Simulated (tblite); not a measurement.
## C$_{7}$H$_{12}$AlN: geometry relaxation

C$_{7}$H$_{12}$AlN, SMILES C[CH2][AlH2-][n+]1ccccc1, computed with GFN2-xTB geometry optimisation, gas phase (tblite 0.8.0).

It belongs to a series of runs on one base structure; here: H on Al replaced by C2H5.

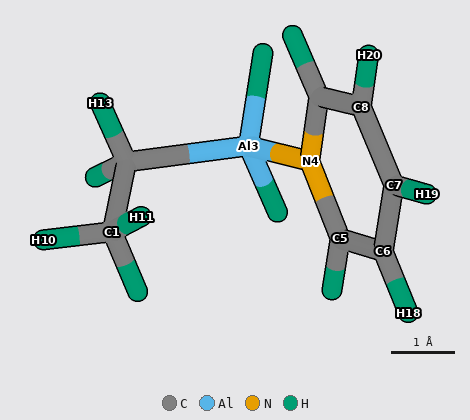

Figure 1. The starting structure (stick view, seen at a tilt; atoms are numbered from 1 in the order of the input). Sticks mark near contacts. Bond lengths as drawn: Al–C 2.00 Å, Al–H 1.59 to 1.60 Å, Al–N 1.90 Å, C–C 1.39 to 1.53 Å, C–H 1.08 to 1.12 Å and C–N 1.37 Å.

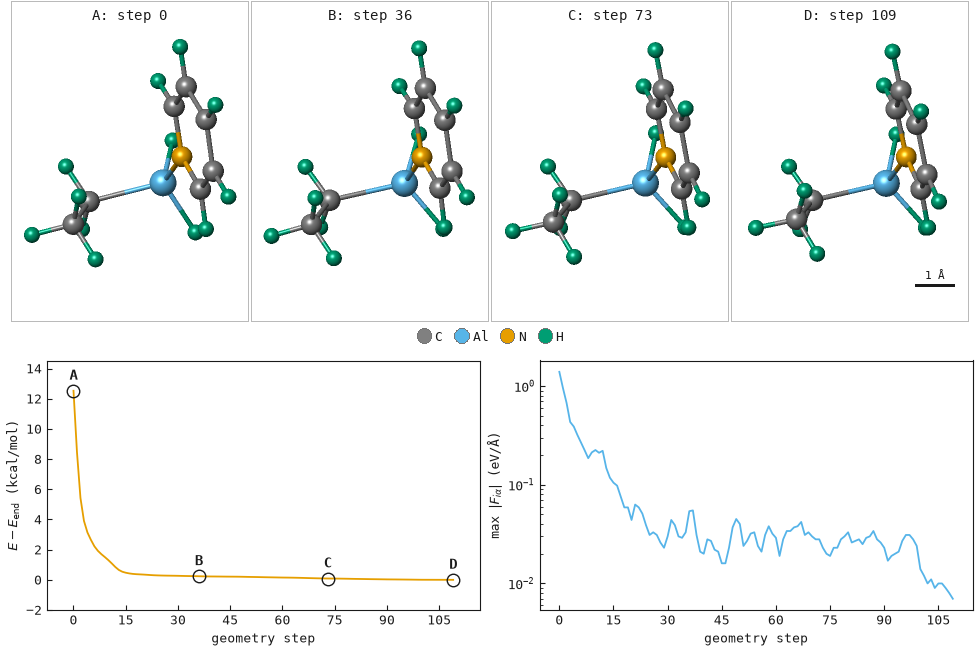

Figure 2. Frames of the relaxation (ball-and-stick view, seen at a tilt) above the curves, on which the letters mark them (steps are counted from 0).

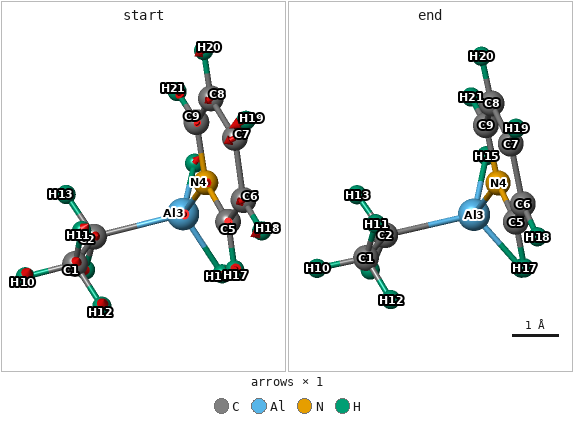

Figure 3. Before (left) and after (right) the relaxation, at one scale (ball-and-stick view, seen at a tilt). The red arrows give the displacements, at true length. The largest move after the best rigid fit is that of H19, 0.41 Å. Largest moves by element: H 0.41 Å, C 0.28 Å, Al 0.24 Å, N 0.18 Å. Among the contacts that change: Al3–N4 1.905 → 1.988 Å, N4–C5 1.373 → 1.324 Å, Al3–H15 1.605 → 1.570 Å, C1–H10 1.124 → 1.092 Å. Among the angles that change: C2–Al3–N4 110.1° → 98.7°, N4–Al3–H15 109.9° → 99.1°, C2–Al3–H16 108.5° → 119.1°. Over 109 geometry steps the energy falls by 12.5 kcal/mol. The largest force component goes from 1.4 to 0.007 eV/Å. (Atoms are counted from 1 in the order of the input.)

These pictures come from the run below.

Input file:
```
{"job": {"kind": "relax", "xc": "GFN2-xTB", "basis": "xTB"}, "charge": 0, "multiplicity": 1}
C     -2.423400    -0.022800     0.871800
C     -2.330200     1.210200    -0.034000
Al    -0.851300     1.001600    -1.368900
N      0.627800     0.104800    -0.571200
C      0.719000    -1.262500    -0.653300
C      1.770300    -1.941200    -0.049900
C      2.728200    -1.215600     0.669000
C      2.619800     0.172600     0.778800
C      1.550300     0.812200     0.149800
H     -3.270700     0.117500     1.596200
H     -1.494000    -0.163800     1.444100
H     -2.637500    -0.930400     0.266000
H     -2.121200     2.104900     0.604500
H     -3.279000     1.355700    -0.567600
H     -0.400600     2.457800    -1.869700
H     -1.397900     0.156000    -2.601000
H     -0.020400    -1.823500    -1.208600
H      1.850300    -3.022700    -0.127000
H      3.548700    -1.729900     1.159900
H      3.349100     0.737800     1.341900
H      1.453800     1.898200     0.241300
```

The first line tells a small driver script what to run in tblite; the rest is the geometry in Å.

Command:
```bash
OMP_NUM_THREADS=1 python <driver script> task.json out
```

The program's output:
```
step      E/eV     max force
  0    -682.28476    2.159
  1    -682.46160    1.528
  2    -682.59276    0.757
  3    -682.65854    0.614
  4    -682.69187    0.459
  5    -682.71317    0.369
  6    -682.73167    0.292
  7    -682.74465    0.261
  8    -682.75427    0.233
  9    -682.76260    0.268
 10    -682.77134    0.248
 11    -682.78096    0.273
 12    -682.79108    0.285
 13    -682.79950    0.193
 14    -682.80468    0.140
 15    -682.80758    0.125
 16    -682.80955    0.108
 17    -682.81093    0.091
 18    -682.81177    0.065
 19    -682.81231    0.072
 20    -682.81283    0.054
 21    -682.81348    0.066
 22    -682.81419    0.066
 23    -682.81479    0.069
 24    -682.81521    0.049
 25    -682.81553    0.033
 26    -682.81578    0.034
 27    -682.81597    0.034
 28    -682.81611    0.032
 29    -682.81625    0.031
 30    -682.81645    0.041
 31    -682.81670    0.055
 32    -682.81695    0.045
 33    -682.81713    0.030
 34    -682.81728    0.029
 35    -682.81745    0.043
 36    -682.81770    0.065
 37    -682.81797    0.063
 38    -682.81818    0.035
 39    -682.81831    0.023
 40    -682.81839    0.021
 41    -682.81847    0.031
 42    -682.81857    0.028
 43    -682.81868    0.023
 44    -682.81878    0.023
 45    -682.81885    0.020
 46    -682.81891    0.019
 47    -682.81899    0.029
 48    -682.81913    0.043
 49    -682.81933    0.050
 50    -682.81956    0.042
 51    -682.81974    0.028
 52    -682.81990    0.029
 53    -682.82008    0.042
 54    -682.82032    0.044
 55    -682.82054    0.032
 56    -682.82072    0.027
 57    -682.82089    0.039
 58    -682.82108    0.050
 59    -682.82128    0.040
 60    -682.82145    0.032
 61    -682.82156    0.020
 62    -682.82167    0.033
 63    -682.82183    0.039
 64    -682.82204    0.041
 65    -682.82228    0.046
 66    -682.82255    0.051
 67    -682.82284    0.058
 68    -682.82313    0.047
 69    -682.82339    0.039
 70    -682.82363    0.034
 71    -682.82385    0.041
 72    -682.82404    0.040
 73    -682.82419    0.027
 74    -682.82429    0.026
 75    -682.82438    0.022
 76    -682.82448    0.030
 77    -682.82461    0.029
 78    -682.82478    0.038
 79    -682.82497    0.044
 80    -682.82517    0.039
 81    -682.82535    0.036
 82    -682.82550    0.033
 83    -682.82565    0.034
 84    -682.82582    0.032
 85    -682.82600    0.036
 86    -682.82615    0.033
 87    -682.82628    0.034
 88    -682.82642    0.033
 89    -682.82657    0.035
 90    -682.82672    0.030
 91    -682.82682    0.021
 92    -682.82689    0.021
 93    -682.82698    0.025
 94    -682.82708    0.029
 95    -682.82719    0.029
 96    -682.82730    0.032
 97    -682.82741    0.034
 98    -682.82755    0.036
 99    -682.82769    0.031
100    -682.82778    0.016
101    -682.82782    0.013
102    -682.82784    0.013
103    -682.82787    0.016
104    -682.82790    0.014
105    -682.82793    0.011
106    -682.82795    0.011
107    -682.82797    0.011
108    -682.82799    0.011
109    -682.82801    0.009
```

Trajectory as extended XYZ (Å, eV, eV/Å), 10 of the 110 frames kept, from step=0 to step=109:
```
21
Properties=species:S:1:pos:R:3:forces:R:3 step=0 energy=-682.28476
C    -2.4234   -0.0228    0.8718   -0.9790  -0.0760   0.3970
C    -2.3302    1.2102   -0.0340    0.7480  -0.0510   0.5320
Al   -0.8513    1.0016   -1.3689   -1.2140   1.1150  -1.3950
N     0.6278    0.1048   -0.5712    1.0980  -0.7830   0.8000
C     0.7190   -1.2625   -0.6533    0.8710   1.2300   0.5510
C     1.7703   -1.9412   -0.0499    0.0310   0.3440   0.1490
C     2.7282   -1.2156    0.6690   -0.0810  -0.0430  -0.0020
C     2.6198    0.1726    0.7788   -0.5930  -0.1610  -0.3630
C     1.5503    0.8122    0.1498   -0.1260  -1.1660  -0.2990
H    -3.2707    0.1175    1.5962    0.6580  -0.3570  -0.4040
H    -1.4940   -0.1638    1.4441   -0.3320  -0.0720  -0.1580
H    -2.6375   -0.9304    0.2660    0.2110   0.5170   0.4670
H    -2.1212    2.1049    0.6045   -0.4560  -0.3550  -0.3140
H    -3.2790    1.3557   -0.5676    0.1760   0.1220   0.2140
H    -0.4006    2.4578   -1.8697    0.3880  -0.3570   0.2760
H    -1.3979    0.1560   -2.6010    0.4240  -0.2770   0.2230
H    -0.0204   -1.8235   -1.2086   -0.1830   0.4910  -0.0940
H     1.8503   -3.0227   -0.1270   -0.0590   0.2970   0.0060
H     3.5487   -1.7299    1.1599   -0.1390   0.0690  -0.1480
H     3.3491    0.7378    1.3419   -0.1000  -0.0280  -0.0690
H     1.4538    1.8982    0.2413   -0.3440  -0.4610  -0.3690
21
Properties=species:S:1:pos:R:3:forces:R:3 step=12 energy=-682.79108
C    -2.4475   -0.0279    0.9165   -0.0190  -0.0360   0.0180
C    -2.2972    1.2039    0.0106    0.0860   0.0150  -0.0660
Al   -0.9066    1.0813   -1.4734   -0.1030  -0.0190   0.0680
N     0.6420    0.0978   -0.5728   -0.2210   0.1180  -0.1360
C     0.7360   -1.2221   -0.6542   -0.0460   0.1490  -0.0030
C     1.7616   -1.9193   -0.0415   -0.0580  -0.0190  -0.0730
C     2.7162   -1.2123    0.6731   -0.0380   0.0080   0.0020
C     2.5907    0.1657    0.7686   -0.0160   0.0710  -0.0380
C     1.5349    0.7845    0.1258   -0.1330  -0.0460  -0.0780
H    -3.2736    0.0737    1.6186   -0.1100   0.0640   0.0500
H    -1.5468   -0.2117    1.4997    0.1160   0.0360   0.0260
H    -2.6360   -0.9144    0.3175   -0.0020  -0.0980  -0.0770
H    -2.1887    2.0944    0.6533    0.0530  -0.0550  -0.0410
H    -3.2721    1.3594   -0.4875    0.0760  -0.0200   0.0090
H    -0.1803    2.4242   -1.8831    0.0410  -0.1580   0.0380
H    -1.2227    0.0422   -2.6350    0.1220   0.1030   0.1380
H    -0.0457   -1.6948   -1.2383    0.0830   0.0050   0.0440
H     1.8173   -2.9888   -0.1345    0.0150  -0.1300   0.0060
H     3.5398   -1.7249    1.1461   -0.0030   0.0020   0.0160
H     3.3038    0.7506    1.3191    0.1120   0.0700   0.0920
H     1.3658    1.8553    0.1435    0.0480  -0.0610   0.0060
21
Properties=species:S:1:pos:R:3:forces:R:3 step=24 energy=-682.81521
C    -2.4471   -0.0405    0.9272    0.0110  -0.0290   0.0150
C    -2.2786    1.1848    0.0119   -0.0030  -0.0390   0.0290
Al   -0.8963    1.0748   -1.4597   -0.0170   0.0070  -0.0310
N     0.6125    0.1107   -0.5798    0.0310  -0.0130  -0.0060
C     0.7156   -1.2060   -0.6628   -0.0040  -0.0230  -0.0020
C     1.7413   -1.9072   -0.0548   -0.0040  -0.0100   0.0080
C     2.6928   -1.1992    0.6654   -0.0210   0.0110   0.0050
C     2.5710    0.1812    0.7544    0.0030   0.0030   0.0110
C     1.5107    0.7937    0.1125    0.0130   0.0150   0.0110
H    -3.2844    0.0765    1.6187    0.0030   0.0270  -0.0130
H    -1.5465   -0.2121    1.5188    0.0090   0.0130   0.0190
H    -2.6279   -0.9382    0.3374   -0.0010  -0.0010  -0.0230
H    -2.1468    2.0718    0.6532    0.0030  -0.0010  -0.0160
H    -3.2491    1.3550   -0.4867    0.0140   0.0070   0.0200
H    -0.1109    2.3749   -1.8555    0.0050   0.0120   0.0070
H    -1.1601    0.0418   -2.6120   -0.0030   0.0040  -0.0250
H    -0.0554   -1.6853   -1.2501   -0.0210  -0.0110  -0.0020
H     1.7968   -2.9803   -0.1466    0.0060  -0.0040   0.0020
H     3.5124   -1.7114    1.1478   -0.0180   0.0120  -0.0140
H     3.2875    0.7678    1.3072    0.0030   0.0000  -0.0010
H     1.3537    1.8640    0.1256   -0.0080   0.0180   0.0070
21
Properties=species:S:1:pos:R:3:forces:R:3 step=36 energy=-682.81770
C    -2.4368   -0.0494    0.9356    0.0000   0.0060  -0.0070
C    -2.2608    1.1669    0.0115    0.0220   0.0080  -0.0310
Al   -0.8930    1.0727   -1.4793   -0.0270   0.0230   0.0540
N     0.6104    0.1117   -0.5898   -0.0010  -0.0070   0.0060
C     0.7072   -1.2064   -0.6643    0.0060  -0.0050  -0.0100
C     1.7306   -1.9057   -0.0510   -0.0090  -0.0060   0.0110
C     2.6799   -1.1939    0.6682    0.0040  -0.0030  -0.0070
C     2.5599    0.1864    0.7553   -0.0070  -0.0030   0.0130
C     1.5023    0.7976    0.1083    0.0080   0.0000  -0.0120
H    -3.2830    0.0832    1.6118   -0.0080  -0.0130   0.0270
H    -1.5450   -0.2164    1.5410    0.0150   0.0080   0.0060
H    -2.6142   -0.9501    0.3498   -0.0030  -0.0170  -0.0010
H    -2.1076    2.0577    0.6444   -0.0060  -0.0200  -0.0130
H    -3.2370    1.3478   -0.4723    0.0180   0.0120   0.0070
H    -0.1072    2.3831   -1.8420   -0.0050   0.0100  -0.0170
H    -1.1571    0.0630   -2.6499    0.0070  -0.0010  -0.0220
H    -0.0674   -1.6849   -1.2483    0.0040  -0.0100  -0.0070
H     1.7909   -2.9790   -0.1364   -0.0150  -0.0060  -0.0030
H     3.5001   -1.7050    1.1493   -0.0010   0.0010   0.0060
H     3.2773    0.7702    1.3095   -0.0060   0.0150   0.0030
H     1.3415    1.8675    0.1205    0.0030   0.0080  -0.0050
21
Properties=species:S:1:pos:R:3:forces:R:3 step=48 energy=-682.81913
C    -2.4264   -0.0573    0.9437    0.0090  -0.0020   0.0000
C    -2.2482    1.1536    0.0103   -0.0100  -0.0230   0.0280
Al   -0.8916    1.0814   -1.4895    0.0090  -0.0010   0.0060
N     0.6100    0.1099   -0.6056   -0.0180   0.0090   0.0060
C     0.7032   -1.2091   -0.6699    0.0010   0.0100  -0.0130
C     1.7193   -1.9068   -0.0432   -0.0060  -0.0030  -0.0010
C     2.6660   -1.1927    0.6771    0.0080  -0.0010  -0.0070
C     2.5467    0.1879    0.7577   -0.0040   0.0040   0.0060
C     1.4960    0.7975    0.0984    0.0060   0.0040  -0.0180
H    -3.2729    0.0776    1.6221    0.0370   0.0020  -0.0220
H    -1.5322   -0.2146    1.5501   -0.0170  -0.0030  -0.0110
H    -2.6020   -0.9663    0.3682    0.0030   0.0250   0.0070
H    -2.0797    2.0422    0.6426   -0.0100   0.0040  -0.0130
H    -3.2259    1.3473   -0.4646    0.0040  -0.0030   0.0100
H    -0.1209    2.4042   -1.8443   -0.0050   0.0010   0.0090
H    -1.1418    0.0918   -2.6810   -0.0020  -0.0060   0.0000
H    -0.0664   -1.6915   -1.2571   -0.0010   0.0020  -0.0100
H     1.7757   -2.9804   -0.1233   -0.0030  -0.0150   0.0040
H     3.4850   -1.7016    1.1620   -0.0010  -0.0080   0.0210
H     3.2592    0.7755    1.3140    0.0040   0.0060   0.0080
H     1.3381    1.8682    0.1043   -0.0030  -0.0010  -0.0080
21
Properties=species:S:1:pos:R:3:forces:R:3 step=61 energy=-682.82156
C    -2.3817   -0.0706    0.9590    0.0030  -0.0040  -0.0050
C    -2.2278    1.1336    0.0160    0.0090   0.0000  -0.0140
Al   -0.8902    1.0969   -1.5024   -0.0010  -0.0080  -0.0170
N     0.6192    0.1110   -0.6566   -0.0060   0.0080   0.0140
C     0.7030   -1.2097   -0.7014   -0.0090   0.0060   0.0010
C     1.6905   -1.9082   -0.0311   -0.0010   0.0060  -0.0090
C     2.6215   -1.1921    0.7087   -0.0010  -0.0050   0.0000
C     2.5180    0.1916    0.7597   -0.0020  -0.0060   0.0040
C     1.4930    0.8002    0.0603    0.0090   0.0080  -0.0010
H    -3.2106    0.0697    1.6556    0.0020  -0.0050   0.0100
H    -1.4753   -0.2307    1.5448    0.0130   0.0110  -0.0040
H    -2.5732   -0.9787    0.3896   -0.0070  -0.0150   0.0020
H    -2.0541    2.0317    0.6340   -0.0140  -0.0090   0.0040
H    -3.2149    1.3155   -0.4436    0.0020   0.0020   0.0080
H    -0.1634    2.4535   -1.8163    0.0160  -0.0070  -0.0070
H    -1.1189    0.1286   -2.7160   -0.0190   0.0070   0.0010
H    -0.0542   -1.6931   -1.3036   -0.0010   0.0000  -0.0110
H     1.7353   -2.9842   -0.0929    0.0030   0.0090   0.0140
H     3.4130   -1.7027    1.2362    0.0020  -0.0020   0.0020
H     3.2203    0.7830    1.3255   -0.0030  -0.0120   0.0070
H     1.3415    1.8715    0.0465    0.0080   0.0130   0.0000
21
Properties=species:S:1:pos:R:3:forces:R:3 step=73 energy=-682.82419
C    -2.3214   -0.0925    0.9705    0.0020   0.0020   0.0000
C    -2.2138    1.1059    0.0135    0.0200   0.0050  -0.0100
Al   -0.8950    1.1088   -1.5259    0.0090   0.0230   0.0120
N     0.6349    0.1289   -0.7063    0.0020   0.0050  -0.0040
C     0.6992   -1.1936   -0.7338   -0.0150   0.0060   0.0110
C     1.6485   -1.8996   -0.0175    0.0070   0.0030  -0.0150
C     2.5638   -1.1900    0.7474   -0.0110  -0.0040   0.0110
C     2.4855    0.1958    0.7740    0.0000  -0.0030  -0.0060
C     1.4989    0.8131    0.0284   -0.0090   0.0010   0.0080
H    -3.1159    0.0524    1.7051   -0.0120  -0.0030   0.0040
H    -1.3885   -0.2434    1.5157    0.0150  -0.0010  -0.0060
H    -2.5378   -1.0071    0.4206    0.0050  -0.0040  -0.0040
H    -2.0419    2.0091    0.6253   -0.0030   0.0030  -0.0070
H    -3.2147    1.2700   -0.4225    0.0120  -0.0160   0.0100
H    -0.1604    2.4689   -1.8104   -0.0070   0.0010  -0.0170
H    -1.1552    0.1780   -2.7587    0.0000  -0.0160  -0.0020
H    -0.0424   -1.6712   -1.3599   -0.0080  -0.0040   0.0090
H     1.6770   -2.9769   -0.0586   -0.0050   0.0030  -0.0050
H     3.3225   -1.7073    1.3149    0.0030  -0.0030   0.0000
H     3.1775    0.7808    1.3590   -0.0030  -0.0010  -0.0020
H     1.3704    1.8870   -0.0087   -0.0030   0.0040   0.0130
21
Properties=species:S:1:pos:R:3:forces:R:3 step=85 energy=-682.82600
C    -2.2657   -0.1078    0.9756    0.0010  -0.0020   0.0070
C    -2.1885    1.0885    0.0113   -0.0100  -0.0180   0.0290
Al   -0.8928    1.1257   -1.5454    0.0220  -0.0160  -0.0070
N     0.6355    0.1468   -0.7269   -0.0090   0.0020  -0.0030
C     0.6825   -1.1767   -0.7451   -0.0010  -0.0010  -0.0030
C     1.6129   -1.8909   -0.0131    0.0020  -0.0010   0.0080
C     2.5210   -1.1895    0.7676    0.0000   0.0010   0.0080
C     2.4591    0.1972    0.7868    0.0000   0.0020   0.0050
C     1.4945    0.8234    0.0207   -0.0080   0.0040   0.0000
H    -3.0429    0.0375    1.7298    0.0080  -0.0040  -0.0170
H    -1.3196   -0.2573    1.5000   -0.0040   0.0140  -0.0260
H    -2.4952   -1.0245    0.4335    0.0190   0.0140   0.0060
H    -2.0327    1.9986    0.6172   -0.0100   0.0050  -0.0010
H    -3.1977    1.2228   -0.4154    0.0050   0.0160   0.0060
H    -0.1687    2.4890   -1.8452   -0.0150  -0.0130   0.0060
H    -1.1682    0.1914   -2.7725    0.0050  -0.0050  -0.0080
H    -0.0574   -1.6516   -1.3754   -0.0060   0.0160  -0.0050
H     1.6298   -2.9685   -0.0508   -0.0080  -0.0010   0.0010
H     3.2601   -1.7127    1.3548    0.0130  -0.0100  -0.0050
H     3.1455    0.7768    1.3833    0.0010  -0.0030   0.0030
H     1.3794    1.8988   -0.0187   -0.0040   0.0010  -0.0030
21
Properties=species:S:1:pos:R:3:forces:R:3 step=97 energy=-682.82741
C    -2.2066   -0.1177    0.9744   -0.0080   0.0030   0.0030
C    -2.1735    1.0797    0.0111    0.0010  -0.0010  -0.0190
Al   -0.8959    1.1267   -1.5637   -0.0070  -0.0050   0.0050
N     0.6370    0.1649   -0.7426   -0.0080  -0.0080   0.0020
C     0.6655   -1.1591   -0.7544    0.0080  -0.0060  -0.0070
C     1.5742   -1.8837   -0.0056    0.0020   0.0070   0.0060
C     2.4801   -1.1911    0.7859    0.0030   0.0050   0.0040
C     2.4331    0.1967    0.8036    0.0000   0.0040  -0.0120
C     1.4897    0.8333    0.0195   -0.0090  -0.0010  -0.0040
H    -2.9679    0.0111    1.7457   -0.0150   0.0090   0.0210
H    -1.2451   -0.2471    1.4741    0.0040  -0.0070   0.0010
H    -2.4333   -1.0381    0.4384    0.0310  -0.0050  -0.0130
H    -2.0289    1.9937    0.6143   -0.0020  -0.0100  -0.0130
H    -3.1905    1.1919   -0.4022   -0.0100   0.0110   0.0110
H    -0.1949    2.4965   -1.8670    0.0080   0.0120  -0.0040
H    -1.1658    0.1858   -2.7888    0.0000   0.0000   0.0060
H    -0.0710   -1.6225   -1.3971   -0.0040  -0.0010   0.0000
H     1.5751   -2.9619   -0.0389    0.0020   0.0100   0.0000
H     3.2083   -1.7217    1.3803   -0.0020  -0.0060   0.0030
H     3.1157    0.7699    1.4110    0.0000  -0.0120   0.0000
H     1.3860    1.9096   -0.0258    0.0070   0.0020   0.0090
21
Properties=species:S:1:pos:R:3:forces:R:3 step=109 energy=-682.82801
C    -2.1907   -0.1181    0.9718    0.0000   0.0010   0.0020
C    -2.1766    1.0787    0.0066    0.0010   0.0010  -0.0020
Al   -0.9003    1.1268   -1.5690    0.0030   0.0050   0.0010
N     0.6330    0.1688   -0.7417    0.0020   0.0010   0.0020
C     0.6600   -1.1552   -0.7556    0.0000   0.0020   0.0010
C     1.5651   -1.8819   -0.0047   -0.0040   0.0010   0.0000
C     2.4712   -1.1921    0.7888    0.0010  -0.0030  -0.0030
C     2.4278    0.1955    0.8061    0.0000  -0.0030  -0.0010
C     1.4859    0.8350    0.0222    0.0000  -0.0030   0.0040
H    -2.9549   -0.0029    1.7431   -0.0050   0.0040   0.0010
H    -1.2274   -0.2309    1.4722    0.0020   0.0050   0.0040
H    -2.3964   -1.0435    0.4355    0.0060   0.0010  -0.0060
H    -2.0231    1.9938    0.6054   -0.0040  -0.0040   0.0070
H    -3.2005    1.1911   -0.3888    0.0020  -0.0050  -0.0020
H    -0.1995    2.4981   -1.8743    0.0000  -0.0030   0.0020
H    -1.1617    0.1794   -2.7898   -0.0030  -0.0010  -0.0040
H    -0.0773   -1.6157   -1.3999    0.0040  -0.0040   0.0020
H     1.5636   -2.9599   -0.0372   -0.0010   0.0010  -0.0040
H     3.1961   -1.7263    1.3845   -0.0020   0.0030   0.0030
H     3.1119    0.7646    1.4155   -0.0040   0.0020  -0.0030
H     1.3848    1.9117   -0.0186    0.0000  -0.0030  -0.0030
```

Results in brief:

- outcome: converged
- total energy: −682.8280 eV
- hardware: 1 CPU thread, shared host
- wall time: 0.94 s
- peak memory: 0.18 GiB
